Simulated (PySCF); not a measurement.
# TiH2: singlet, from a bent start, part 2 of 2

PySCF 2.14.0; PBE, basis Ti def2-TZVP, H def2-TZVP, no relativity, density fitting. The steps go on from the part before.

**4. Is it a minimum? Harmonic modes**

The point is checked on the finer grid, and tightened if its gradient asks for it. The Hessian and the dipole derivatives come from central differences of analytic gradients, with steps of 0.02 bohr.

The input, scf.py:

```python
from pyscf import gto, scf, dft
mol = gto.M(atom='''
Ti     0.000000     0.000000    -0.038814
H      1.405346     0.000000     0.932015
H     -1.405346     0.000000     0.932015''',
    basis={'Ti': 'def2-TZVP', 'H': 'def2-TZVP'},
    charge=0, spin=0)
mf = dft.RKS(mol, xc='PBE')
mf.grids.atom_grid = (75, 302)
aux = {'Ti': 'def2-universal-JKFIT', 'H': 'def2-universal-JKFIT'}
mf = mf.density_fit(auxbasis=aux)
mf.conv_tol = 1e-10
mf.diis_space = 10
mf.max_cycle = 60
mf.verbose = 4
mf.kernel()
```

This SCF starts from the last density.

SCF at the final geometry:

```text
init E= -850.270712750896
  HOMO = -0.153760897984813  LUMO = -0.146549537500913  gap/eV = 0.19623
cycle= 1 E= -850.192774227311  delta_E= 0.0779  |g|= 0.431  |ddm|= 1.75
  HOMO = -0.0554016117175857  LUMO = -0.0139528491721688  gap/eV = 1.12788
cycle= 2 E= -849.789195652442  delta_E= 0.404  |g|= 1.26  |ddm|= 2.72
  HOMO = -0.145636119812038  LUMO = -0.141299787220607  gap/eV = 0.11800
cycle= 3 E= -850.253742090125  delta_E= -0.465  |g|= 0.242  |ddm|= 2.24
  HOMO = -0.121220388489769  LUMO = -0.112733131830513  gap/eV = 0.23095
cycle= 4 E= -850.254407623538  delta_E= -0.000666  |g|= 0.254  |ddm|= 0.587
  HOMO = -0.134546985608455  LUMO = -0.133229439875421  gap/eV = 0.03585
cycle= 5 E= -850.227104865047  delta_E= 0.0273  |g|= 0.319  |ddm|= 1.71
  HOMO = -0.129583872047899  LUMO = -0.126632971921277  gap/eV = 0.08030
cycle= 6 E= -850.224434256249  delta_E= 0.00267  |g|= 0.246  |ddm|= 0.937
  HOMO = -0.128300208484637  LUMO = -0.117874906789129  gap/eV = 0.28369
cycle= 7 E= -850.263962213539  delta_E= -0.0395  |g|= 0.159  |ddm|= 1.72
  HOMO = -0.129764951723951  LUMO = -0.121300761182846  gap/eV = 0.23032
cycle= 8 E= -850.265215929501  delta_E= -0.00125  |g|= 0.144  |ddm|= 0.263
  HOMO = -0.134273499225481  LUMO = -0.130497420896904  gap/eV = 0.10275
cycle= 9 E= -850.26836294006  delta_E= -0.00315  |g|= 0.0825  |ddm|= 0.432
  HOMO = -0.145193502545882  LUMO = -0.138004333761048  gap/eV = 0.19563
cycle= 10 E= -850.205247360872  delta_E= 0.0631  |g|= 0.366  |ddm|= 1.73
  HOMO = -0.143557826244222  LUMO = -0.136736022382965  gap/eV = 0.18563
cycle= 11 E= -850.207433803046  delta_E= -0.00219  |g|= 0.355  |ddm|= 0.0241
  HOMO = -0.148190173220283  LUMO = -0.140260137476101  gap/eV = 0.21579
cycle= 12 E= -850.201150104709  delta_E= 0.00628  |g|= 0.388  |ddm|= 0.0423
  HOMO = -0.146491634206799  LUMO = -0.139062714031562  gap/eV = 0.20215
cycle= 13 E= -850.203324099322  delta_E= -0.00217  |g|= 0.377  |ddm|= 0.0103
  HOMO = -0.133748632634178  LUMO = -0.13136453841429  gap/eV = 0.06487
cycle= 14 E= -850.217645815724  delta_E= -0.0143  |g|= 0.293  |ddm|= 0.0809
  HOMO = -0.131631095605762  LUMO = -0.12749595627403  gap/eV = 0.11252
cycle= 15 E= -850.267806262522  delta_E= -0.0502  |g|= 0.0932  |ddm|= 1.73
  HOMO = -0.14056159152876  LUMO = -0.136101267447563  gap/eV = 0.12137
cycle= 16 E= -850.208102720753  delta_E= 0.0597  |g|= 0.351  |ddm|= 1.72
  HOMO = -0.139276120063758  LUMO = -0.135168565872456  gap/eV = 0.11177
cycle= 17 E= -850.209470640261  delta_E= -0.00137  |g|= 0.344  |ddm|= 0.0214
  HOMO = -0.129148162668413  LUMO = -0.121000145078902  gap/eV = 0.22172
cycle= 18 E= -850.259209108218  delta_E= -0.0497  |g|= 0.204  |ddm|= 1.71
  HOMO = -0.128901456821743  LUMO = -0.12027345844748  gap/eV = 0.23478
cycle= 19 E= -850.262479346565  delta_E= -0.00327  |g|= 0.176  |ddm|= 0.106
  HOMO = -0.139391905616607  LUMO = -0.132787578669108  gap/eV = 0.17971
cycle= 20 E= -850.216391506665  delta_E= 0.0461  |g|= 0.313  |ddm|= 1.66
  HOMO = -0.13822031486246  LUMO = -0.133396306824138  gap/eV = 0.13127
cycle= 21 E= -850.216927837533  delta_E= -0.000536  |g|= 0.306  |ddm|= 0.046
  HOMO = -0.138584582229435  LUMO = -0.133845506291204  gap/eV = 0.12896
cycle= 22 E= -850.215366502567  delta_E= 0.00156  |g|= 0.314  |ddm|= 0.047
  HOMO = -0.144866672308375  LUMO = -0.137371461448359  gap/eV = 0.20396
cycle= 23 E= -850.205349383945  delta_E= 0.01  |g|= 0.367  |ddm|= 0.111
  HOMO = -0.146584273938914  LUMO = -0.138670528957372  gap/eV = 0.21534
cycle= 24 E= -850.202640637037  delta_E= 0.00271  |g|= 0.381  |ddm|= 0.0272
  HOMO = -0.146581219296312  LUMO = -0.141422747612847  gap/eV = 0.14037
cycle= 25 E= -850.199578866052  delta_E= 0.00306  |g|= 0.396  |ddm|= 0.17
  HOMO = -0.13706554261279  LUMO = -0.127284262372459  gap/eV = 0.26616
cycle= 26 E= -850.260680085504  delta_E= -0.0611  |g|= 0.168  |ddm|= 1.68
  HOMO = -0.142614732243637  LUMO = -0.140984265401235  gap/eV = 0.04437
cycle= 27 E= -850.212860511333  delta_E= 0.0478  |g|= 0.38  |ddm|= 1.46
  HOMO = -0.141771752004359  LUMO = -0.140394722919183  gap/eV = 0.03747
cycle= 28 E= -850.218088520413  delta_E= -0.00523  |g|= 0.369  |ddm|= 0.14
  HOMO = -0.133127422443396  LUMO = -0.123228697167636  gap/eV = 0.26936
cycle= 29 E= -850.264023883618  delta_E= -0.0459  |g|= 0.141  |ddm|= 1.44
  HOMO = -0.132653438437068  LUMO = -0.126988218258274  gap/eV = 0.15416
cycle= 30 E= -850.267604820636  delta_E= -0.00358  |g|= 0.105  |ddm|= 0.234
  HOMO = -0.132500362299309  LUMO = -0.130101998131714  gap/eV = 0.06526
cycle= 31 E= -850.244404096402  delta_E= 0.0232  |g|= 0.166  |ddm|= 1.39
  HOMO = -0.138473420813934  LUMO = -0.128899465689429  gap/eV = 0.26052
cycle= 32 E= -850.22255680252  delta_E= 0.0218  |g|= 0.284  |ddm|= 0.539
  HOMO = -0.14204227920493  LUMO = -0.127868263859134  gap/eV = 0.38569
cycle= 33 E= -850.217595153  delta_E= 0.00496  |g|= 0.315  |ddm|= 0.0308
  HOMO = -0.140875628734614  LUMO = -0.129635781324419  gap/eV = 0.30585
cycle= 34 E= -850.218390498289  delta_E= -0.000795  |g|= 0.307  |ddm|= 0.0461
  HOMO = -0.136189344330594  LUMO = -0.130939141329602  gap/eV = 0.14287
cycle= 35 E= -850.224262795144  delta_E= -0.00587  |g|= 0.269  |ddm|= 0.0706
  HOMO = -0.134787490350454  LUMO = -0.132002591170535  gap/eV = 0.07578
cycle= 36 E= -850.224952949655  delta_E= -0.00069  |g|= 0.261  |ddm|= 0.0664
  HOMO = -0.141754619811154  LUMO = -0.135216988426874  gap/eV = 0.17790
cycle= 37 E= -850.26110028223  delta_E= -0.0361  |g|= 0.147  |ddm|=  1.7
  HOMO = -0.143245308587195  LUMO = -0.137077444312027  gap/eV = 0.16784
cycle= 38 E= -850.260090776165  delta_E= 0.00101  |g|= 0.157  |ddm|= 0.0446
  HOMO = -0.143681190952863  LUMO = -0.137285942150776  gap/eV = 0.17402
cycle= 39 E= -850.259910576677  delta_E= 0.00018  |g|= 0.159  |ddm|= 0.0151
  HOMO = -0.142925716060498  LUMO = -0.136692693815836  gap/eV = 0.16961
cycle= 40 E= -850.260475432885  delta_E= -0.000565  |g|= 0.154  |ddm|= 0.0167
  HOMO = -0.140517178556807  LUMO = -0.132107459588621  gap/eV = 0.22884
cycle= 41 E= -850.262730891619  delta_E= -0.00226  |g|= 0.134  |ddm|= 0.144
  HOMO = -0.132639752793393  LUMO = -0.126208421300878  gap/eV = 0.17501
cycle= 42 E= -850.266677150053  delta_E= -0.00395  |g|= 0.106  |ddm|= 0.302
  HOMO = -0.135990507780035  LUMO = -0.130321167578528  gap/eV = 0.15427
cycle= 43 E= -850.227309378155  delta_E= 0.0394  |g|= 0.255  |ddm|= 1.66
  HOMO = -0.131578113753511  LUMO = -0.126303819819032  gap/eV = 0.14352
cycle= 44 E= -850.266590704208  delta_E= -0.0393  |g|= 0.121  |ddm|= 1.57
cycle= 45 E= -850.266116032352  delta_E= 0.000475  |g|= 0.116  |ddm|= 0.344
  HOMO = -0.138109064092366  LUMO = -0.133104394336686  gap/eV = 0.13618
cycle= 46 E= -850.211788409056  delta_E= 0.0543  |g|= 0.327  |ddm|= 1.67
  HOMO = -0.139033420529742  LUMO = -0.134381589502593  gap/eV = 0.12658
cycle= 47 E= -850.210478137813  delta_E= 0.00131  |g|= 0.336  |ddm|= 0.0864
  HOMO = -0.138843050898386  LUMO = -0.134243642386037  gap/eV = 0.12516
cycle= 48 E= -850.210419351234  delta_E= 5.88e-05  |g|= 0.337  |ddm|= 0.0157
  HOMO = -0.139267854278728  LUMO = -0.136990957336442  gap/eV = 0.06196
cycle= 49 E= -850.2132226244  delta_E= -0.0028  |g|= 0.363  |ddm|= 0.54
  HOMO = -0.138402132161409  LUMO = -0.135023907441293  gap/eV = 0.09193
cycle= 50 E= -850.210167399342  delta_E= 0.00306  |g|= 0.341  |ddm|= 0.451
  HOMO = -0.132323399145033  LUMO = -0.128489668613035  gap/eV = 0.10432
cycle= 51 E= -850.233442551214  delta_E= -0.0233  |g|= 0.215  |ddm|= 0.815
  HOMO = -0.135355045961896  LUMO = -0.133494607192856  gap/eV = 0.05063
cycle= 52 E= -850.23642886211  delta_E= -0.00299  |g|= 0.295  |ddm|= 1.52
  HOMO = -0.134111995649202  LUMO = -0.132775321370654  gap/eV = 0.03637
cycle= 53 E= -850.21453659277  delta_E= 0.0219  |g|= 0.325  |ddm|= 0.859
  HOMO = -0.131144731938446  LUMO = -0.129640256429976  gap/eV = 0.04094
cycle= 54 E= -850.26720643398  delta_E= -0.0527  |g|= 0.113  |ddm|= 1.74
cycle= 55 E= -850.266901676015  delta_E= 0.000305  |g|= 0.0746  |ddm|= 0.702
  HOMO = -0.1324295038177  LUMO = -0.131027329656263  gap/eV = 0.03816
cycle= 56 E= -850.235097471565  delta_E= 0.0318  |g|= 0.209  |ddm|= 1.69
cycle= 57 E= -850.217412289555  delta_E= 0.0177  |g|= 0.293  |ddm|= 0.687
  HOMO = -0.131890939147197  LUMO = -0.128633655973447  gap/eV = 0.08864
cycle= 58 E= -850.267990041361  delta_E= -0.0506  |g|=  0.1  |ddm|= 1.73
cycle= 59 E= -850.26792456204  delta_E= 6.55e-05  |g|= 0.104  |ddm|= 0.127
cycle= 60 E= -850.21472849195  delta_E= 0.0532  |g|= 0.323  |ddm|= 1.74
SCF not converged.
init E= -850.270712750896
  HOMO = -0.153760897984813  LUMO = -0.146549537500913  gap/eV = 0.19623
cycle= 1 E= -850.192774227311  delta_E= 0.0779  |g|= 0.431  |ddm|= 1.75
  HOMO = -0.0554016117175857  LUMO = -0.0139528491721688  gap/eV = 1.12788
cycle= 2 E= -849.789195652442  delta_E= 0.404  |g|= 1.26  |ddm|= 2.72
  HOMO = -0.145911870719584  LUMO = -0.141634967446553  gap/eV = 0.11638
cycle= 3 E= -850.253762735125  delta_E= -0.465  |g|= 0.242  |ddm|= 2.24
  HOMO = -0.103873609575304  LUMO = -0.0932992501944008  gap/eV = 0.28774
cycle= 4 E= -850.184820716824  delta_E= 0.0689  |g|= 0.53  |ddm|= 1.33
  HOMO = -0.123692809636025  LUMO = -0.121494609552453  gap/eV = 0.05982
cycle= 5 E= -850.264409940214  delta_E= -0.0796  |g|= 0.152  |ddm|= 1.24
  HOMO = -0.135984016016967  LUMO = -0.130665264740307  gap/eV = 0.14473
cycle= 6 E= -850.251801792336  delta_E= 0.0126  |g|= 0.147  |ddm|=  1.3
  HOMO = -0.139363619091646  LUMO = -0.138053124523231  gap/eV = 0.03566
cycle= 7 E= -850.23753188068  delta_E= 0.0143  |g|= 0.314  |ddm|= 1.73
cycle= 8 E= -850.224813845325  delta_E= 0.0127  |g|= 0.253  |ddm|= 1.45
  HOMO = -0.131514702023578  LUMO = -0.13028058052257  gap/eV = 0.03358
cycle= 9 E= -850.265963088208  delta_E= -0.0411  |g|= 0.0809  |ddm|= 1.71
  HOMO = -0.132575316010056  LUMO = -0.131469359165648  gap/eV = 0.03009
cycle= 10 E= -850.264856228463  delta_E= 0.00111  |g|= 0.11  |ddm|= 1.11
cycle= 11 E= -850.227954730931  delta_E= 0.0369  |g|= 0.224  |ddm|= 1.46
  HOMO = -0.127691628412567  LUMO = -0.126488125414506  gap/eV = 0.03275
cycle= 12 E= -850.256647483728  delta_E= -0.0287  |g|= 0.157  |ddm|= 1.55
cycle= 13 E= -850.261820805873  delta_E= -0.00517  |g|= 0.147  |ddm|= 1.52
cycle= 14 E= -850.220589675374  delta_E= 0.0412  |g|= 0.28  |ddm|= 1.48
  HOMO = -0.135550884418317  LUMO = -0.133941208330203  gap/eV = 0.04380
cycle= 15 E= -850.240316413373  delta_E= -0.0197  |g|= 0.279  |ddm|= 1.34
  HOMO = -0.131689184419017  LUMO = -0.130405568436758  gap/eV = 0.03493
cycle= 16 E= -850.267284957994  delta_E= -0.027  |g|= 0.0741  |ddm|= 0.984
cycle= 17 E= -850.26506955539  delta_E= 0.00222  |g|= 0.112  |ddm|= 0.96
cycle= 18 E= -850.257082067848  delta_E= 0.00799  |g|= 0.174  |ddm|= 1.39
cycle= 19 E= -850.260164639681  delta_E= -0.00308  |g|= 0.14  |ddm|= 1.53
cycle= 20 E= -850.268278304174  delta_E= -0.00811  |g|= 0.0942  |ddm|= 0.858
SCF not converged.
init E= -850.268278304174
  HOMO = -0.150315063353633  LUMO = -0.0776378375148274  gap/eV = 1.97765
cycle= 1 E= -850.264002885819  delta_E= 0.00428  |g|= 0.177  |ddm|= 0.177
  HOMO = -0.0918894986127254  LUMO = 0.00191268738540362  gap/eV = 2.55249
cycle= 2 E= -850.232660276435  delta_E= 0.0313  |g|= 0.416  |ddm|= 0.475
  HOMO = -0.134715293170256  LUMO = -0.0525340899235487  gap/eV = 2.23626
cycle= 3 E= -850.266570181663  delta_E= -0.0339  |g|= 0.116  |ddm|= 0.215
  HOMO = -0.138071364537449  LUMO = -0.0559962132496099  gap/eV = 2.23338
cycle= 4 E= -850.270272436523  delta_E= -0.0037  |g|= 0.0331  |ddm|= 0.0954
  HOMO = -0.137741527091793  LUMO = -0.055173461439403  gap/eV = 2.24679
cycle= 5 E= -850.270640786984  delta_E= -0.000368  |g|= 0.0111  |ddm|= 0.0425
  HOMO = -0.137544143213017  LUMO = -0.0548219532260159  gap/eV = 2.25099
cycle= 6 E= -850.270699920612  delta_E= -5.91e-05  |g|= 0.00329  |ddm|= 0.0219
  HOMO = -0.137265047233528  LUMO = -0.0545233406277936  gap/eV = 2.25152
cycle= 7 E= -850.270709845308  delta_E= -9.92e-06  |g|= 0.00154  |ddm|= 0.012
  HOMO = -0.136953161299223  LUMO = -0.0542620824030293  gap/eV = 2.25014
cycle= 8 E= -850.270711296036  delta_E= -1.45e-06  |g|= 0.0014  |ddm|= 0.00561
  HOMO = -0.136630433816054  LUMO = -0.0539239030286023  gap/eV = 2.25056
cycle= 9 E= -850.270711893742  delta_E= -5.98e-07  |g|= 0.000398  |ddm|= 0.00221
  HOMO = -0.136641489807038  LUMO = -0.0539227218305758  gap/eV = 2.25089
cycle= 10 E= -850.270712148444  delta_E= -2.55e-07  |g|= 0.000153  |ddm|= 0.0015
  HOMO = -0.136600249599197  LUMO = -0.0538923030754672  gap/eV = 2.25060
cycle= 11 E= -850.270712257181  delta_E= -1.09e-07  |g|= 0.000189  |ddm|= 0.000903
  HOMO = -0.136585018744829  LUMO = -0.0538785626163567  gap/eV = 2.25056
cycle= 12 E= -850.270712334333  delta_E= -7.72e-08  |g|= 0.000199  |ddm|= 0.000671
  HOMO = -0.13654014595001  LUMO = -0.0538384575336681  gap/eV = 2.25043
cycle= 13 E= -850.270712281916  delta_E= 5.24e-08  |g|= 0.000508  |ddm|= 0.000398
  HOMO = -0.136544310803025  LUMO = -0.0538428135900806  gap/eV = 2.25042
cycle= 14 E= -850.270712270373  delta_E= 1.15e-08  |g|= 0.000525  |ddm|= 0.000123
  HOMO = -0.13654277443428  LUMO = -0.0538429243490275  gap/eV = 2.25038
cycle= 15 E= -850.270712251744  delta_E= 1.86e-08  |g|= 0.000552  |ddm|= 0.0001
  HOMO = -0.136551097460401  LUMO = -0.0538497534194744  gap/eV = 2.25042
cycle= 16 E= -850.270712272302  delta_E= -2.06e-08  |g|= 0.000479  |ddm|= 8.64e-05
  HOMO = -0.136537295915431  LUMO = -0.0538358087471345  gap/eV = 2.25042
cycle= 17 E= -850.270712243595  delta_E= 2.87e-08  |g|= 0.000568  |ddm|= 0.000118
  HOMO = -0.136528515024945  LUMO = -0.0538287054503015  gap/eV = 2.25038
cycle= 18 E= -850.270712185917  delta_E= 5.77e-08  |g|= 0.000673  |ddm|= 0.000245
  HOMO = -0.136527712495552  LUMO = -0.0538281664276314  gap/eV = 2.25037
cycle= 19 E= -850.270712123436  delta_E= 6.25e-08  |g|= 0.000743  |ddm|= 0.000301
  HOMO = -0.136500099583146  LUMO = -0.0537987372130289  gap/eV = 2.25042
cycle= 20 E= -850.270711923936  delta_E= 1.99e-07  |g|= 0.00102  |ddm|= 0.000688
  HOMO = -0.136495983707937  LUMO = -0.0537945464535849  gap/eV = 2.25042
cycle= 21 E= -850.270711691978  delta_E= 2.32e-07  |g|= 0.00121  |ddm|= 0.000849
  HOMO = -0.136500399589826  LUMO = -0.0537957340848432  gap/eV = 2.25051
cycle= 22 E= -850.270711452114  delta_E= 2.4e-07  |g|= 0.00135  |ddm|= 0.000916
  HOMO = -0.136506845917336  LUMO = -0.053801332894349  gap/eV = 2.25053
cycle= 23 E= -850.270711168339  delta_E= 2.84e-07  |g|= 0.00149  |ddm|= 0.00104
  HOMO = -0.136495310028674  LUMO = -0.0537912492645307  gap/eV = 2.25049
cycle= 24 E= -850.270710655438  delta_E= 5.13e-07  |g|= 0.00178  |ddm|= 0.00143
  HOMO = -0.136505124128021  LUMO = -0.0538000224606914  gap/eV = 2.25052
cycle= 25 E= -850.270710081351  delta_E= 5.74e-07  |g|= 0.002  |ddm|= 0.00161
  HOMO = -0.136491405196054  LUMO = -0.0537889926910848  gap/eV = 2.25045
cycle= 26 E= -850.270709016888  delta_E= 1.06e-06  |g|= 0.00245  |ddm|= 0.00225
  HOMO = -0.136492843838643  LUMO = -0.0537903315248411  gap/eV = 2.25045
cycle= 27 E= -850.270707617154  delta_E= 1.4e-06  |g|= 0.0029  |ddm|= 0.0027
  HOMO = -0.136488496933502  LUMO = -0.053787809050641  gap/eV = 2.25040
cycle= 28 E= -850.270705482946  delta_E= 2.13e-06  |g|= 0.00349  |ddm|= 0.00341
  HOMO = -0.136499790176573  LUMO = -0.0537977261122555  gap/eV = 2.25044
cycle= 29 E= -850.270702714277  delta_E= 2.77e-06  |g|= 0.00408  |ddm|= 0.00396
  HOMO = -0.136484120811031  LUMO = -0.0537822396444816  gap/eV = 2.25043
cycle= 30 E= -850.27069817745  delta_E= 4.54e-06  |g|= 0.005  |ddm|= 0.00507
SCF not converged.
  HOMO = -0.15552802580013  LUMO = -0.149150005617744  gap/eV = 0.17355
macro= 0  E= -850.270712750903  delta_E= -1.45735e-05  |g|= 3.31227e-05  3 KF 13 JK
macro= 1  E= -850.270712750898  delta_E= 5.22959e-12  |g|= 2.21214e-06  1 KF 2 JK
macro X = 2  E=-850.270712750898  |g|= 2.21214e-06  total 5 KF 18 JK
converged SCF energy = -850.270712750898
```

The whole step took 74 s.

Geometry: C2v; Ti–H 1.708 Å (×2); H–Ti–H 110.7°.

Wavenumbers (cm⁻¹): 533, 1653, 1670. These are not to be trusted: the point is only loosely found or the SCF state changes between the displacements.

**5. The broken-symmetry singlet**

A stability analysis found the closed shell of the lowest minimum unstable towards spin polarisation, so the unrestricted solution is followed.

The program finds C2v symmetry in the start, which may break. The walk stops when the largest gradient is under 0.0003 Eh/bohr and the energy has settled too.

Edit scf.py of step 4 so:

```diff
@@ -3,3 +3,3 @@
-Ti     0.000000     0.000000    -0.038814
-H      1.405346     0.000000     0.932015
-H     -1.405346     0.000000     0.932015''',
+Ti     0.000000     0.000000    -0.039166
+H      1.405346     0.000000     0.931663
+H     -1.405346     0.000000     0.931663''',
@@ -8,2 +8,2 @@
-mf = dft.RKS(mol, xc='PBE')
-mf.grids.atom_grid = (75, 302)
+mf = dft.UKS(mol, xc='PBE')
+mf.grids.atom_grid = (50, 194)
@@ -12 +12 @@
-mf.conv_tol = 1e-10
+mf.conv_tol = 1e-08
```

Energy and gradient, step by step:

```tsv
step	energy (Eh)	change (kJ/mol)	largest gradient (Eh/bohr)
0	-850.297527	0.00	0.00615
1	-850.298202	-1.77	0.00417
2	-850.298784	-3.30	0.00039
3	-850.298787	-3.31	0.00018
```

The walk took 2.9 s.

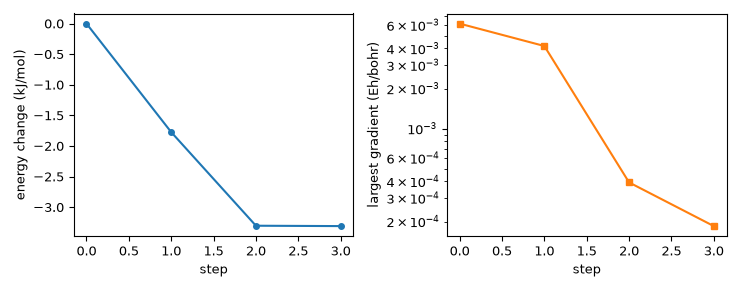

Energy and largest gradient along the walk.

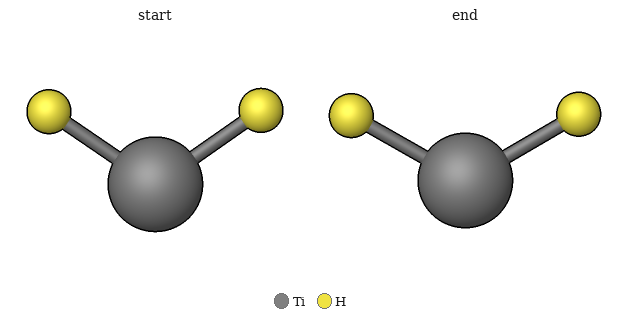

The geometry along the walk, at one scale.

End point (C2v, 3 steps, 3.3 kJ/mol gained): Ti–H 1.740 Å (×2); H–Ti–H 120.1°.

**6. Frequencies**

As before: finer grid, then central differences.

Edit scf.py of step 5 so:

```diff
@@ -3,3 +3,3 @@
-Ti     0.000000     0.000000    -0.039166
-H      1.405346     0.000000     0.931663
-H     -1.405346     0.000000     0.931663''',
+Ti     0.000000    -0.000000    -0.034119
+H      1.507443    -0.000000     0.833426
+H     -1.507443     0.000000     0.833426''',
@@ -9 +9 @@
-mf.grids.atom_grid = (50, 194)
+mf.grids.atom_grid = (75, 302)
@@ -12 +12 @@
-mf.conv_tol = 1e-08
+mf.conv_tol = 1e-10
```

SCF at the final geometry:

```text
init E= -850.298808124561
[... the frontier-level lines of each cycle are left out ...]
cycle= 1 E= -850.298808124559  delta_E= 1.82e-12  |g|= 7.23e-06  |ddm|= 1.53e-05
Extra cycle  E= -850.298808124191  delta_E= 3.68e-10  |g|= 2.83e-05  |ddm|= 3.96e-05
converged SCF energy = -850.298808124191  <S^2> = 0.99520577  2S+1 = 2.2317758
```

The whole step needed 14 s of wall time on 2 threads of Arm Neoverse V1, shared host.

Geometry: C2v; Ti–H 1.739 Å (×2); H–Ti–H 120.2°.

Modes, for the most abundant isotopes:

```tsv
symmetry	ω (cm⁻¹)	IR (km/mol)	type
a1	623	83.8	bend
b2	1596	457	stretch
a1	1599	140	stretch
```

All wavenumbers are real: a minimum.

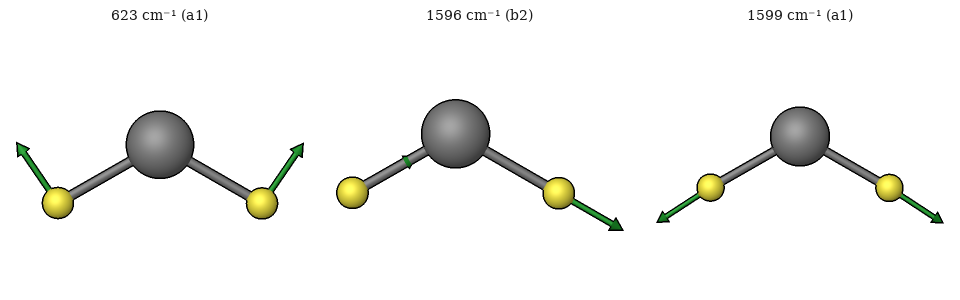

How the atoms move in 3 of the modes.

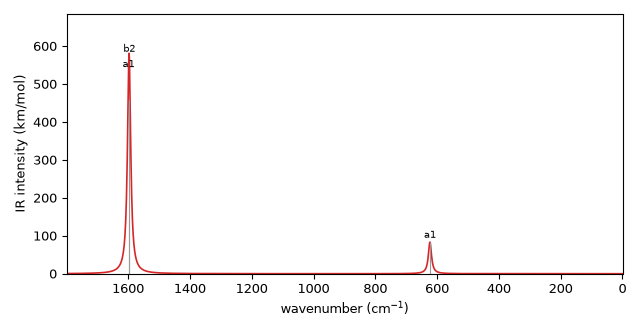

The harmonic infrared spectrum (widths in cm⁻¹). Lines are broadened to a width of 12 cm⁻¹ (Lorentzian).

Constants and moments:

```yaml
Dipole_moment: 2.69 D
Highest_occupied_level: -4.03 eV
Lowest_empty_level: -3.39 eV
Rotational_constants: 11.58, 3.68, 2.793 cm⁻¹
Zero-point_energy: 22.8 kJ/mol
Principal_polarisabilities: 47.7, 50.8, 57.1 bohr³
Atomisation_energy_without_zero-point_energy: 514 kJ/mol
Principal_traceless_quadrupole_moments_about_the_centre_of_mass: -4.77, 0.54, 4.23 D Å
Entropy_at_298.15_K_and_1_bar: 217.5 J/(mol K)
Heat_capacity_Cp_at_298.15_K: 37.8 J/(mol K)
Enthalpy_at_298.15_K_above_0_K: 10.32 kJ/mol
Rotational_symmetry_number: 2
Spin_squared_⟨S²⟩: 0.995
```

Populations by atom (charges in e):

```
atom  Mulliken  Löwdin  polar tensor  spin (Mulliken)  Mayer order to Ti1
 Ti1      0.37    0.31          0.75             0.00                   –
H2,3     -0.18   -0.15         -0.38             0.00                0.96
```

Outer orbital energies (eV). α occupied: -442.17, -60.39, -37.61, -37.35, -37.33, -7.06, -6.21, -4.03; empty: -3.39, -3.35, -2.95, -2.41. β occupied: -442.12, -60.38, -38.08, -37.14, -37.02, -7.01, -6.21, -4.31; empty: -3.34, -3.33, -2.63, -2.43.

Mulliken populations on Ti1: s 6.94, p 12.23, d 2.46, f 0.00.

**7. What came out**

This closing draws on all 2 parts.

| quantity | value |
| --- | --- |
| minimum | broken-symmetry (Ms = 0), C2v |
| geometry | Ti–H 1.739 Å (×2); H–Ti–H 120.2° |
| wavenumbers (cm⁻¹) | 623 (a1), 1596 (b2), 1599 (a1) |
| dipole moment | 2.69 D |
| highest occupied, lowest empty level (either spin) | -4.03, -3.39 eV |
| polar-tensor charge of Ti1 | +0.75 e |
| zero-point energy | 22.8 kJ/mol |
| entropy at 298.15 K | 217.5 J/(mol K) |
| atomisation energy (no zero-point energy) | 514 kJ/mol |
| ⟨S²⟩ | 0.995 |

In words: The bent start keeps its C2v symmetry and ends in a minimum. The determinant is spin-contaminated (⟨S²⟩ = 1.00 against 0.00), so it is no pure spin state. In the infrared the band at 1596 cm⁻¹ (b2, stretch) leads. Only this shape and spin were tried, so other structures or states may lie lower.

The search up to here took 2.6 min.
